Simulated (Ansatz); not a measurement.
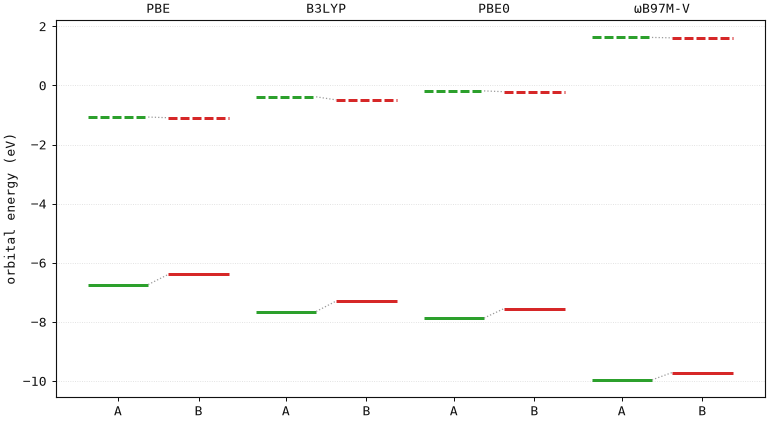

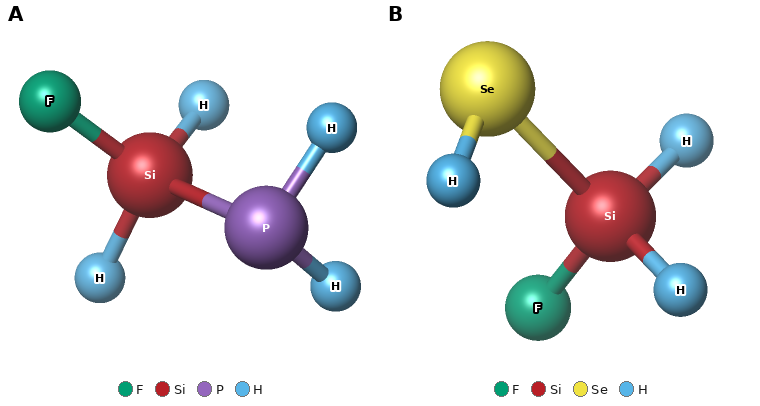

One change: A, SiPH₄F (SMILES F[SiH2]P), becomes B, SiH₃SeF (SMILES F[SiH2][SeH]). PH₂ on Si is replaced by SeH. HOMO (solid) and LUMO (dashed) computed in def2-TZVPP at PBE0-D4/def2-TZVP geometries, both minima by their frequencies, gas phase, the Ansatz code. Empty levels above zero depend strongly on the basis.

Question: What does the change do to HOMO and LUMO?

Answer: PBE: the HOMO rises by 0.34 eV, the LUMO falls by 0.02 eV, and the separation goes from 5.67 to 5.30 eV. B3LYP: the HOMO rises by 0.36 eV, the LUMO falls by 0.11 eV, and the separation goes from 7.26 to 6.80 eV. PBE0: the HOMO rises by 0.32 eV, the LUMO falls by 0.03 eV, and the separation goes from 7.68 to 7.33 eV. ωB97M-V: the HOMO rises by 0.25 eV, the LUMO hardly moves, and the separation goes from 11.58 to 11.32 eV.

Question: Do the functionals agree on the effect?

Answer: They agree on the direction for both levels; the HOMO shift lies between 0.25 and 0.36 eV and the LUMO shift between −0.11 and −0.01 eV, while the separations themselves differ by up to 6.0 eV between functionals.
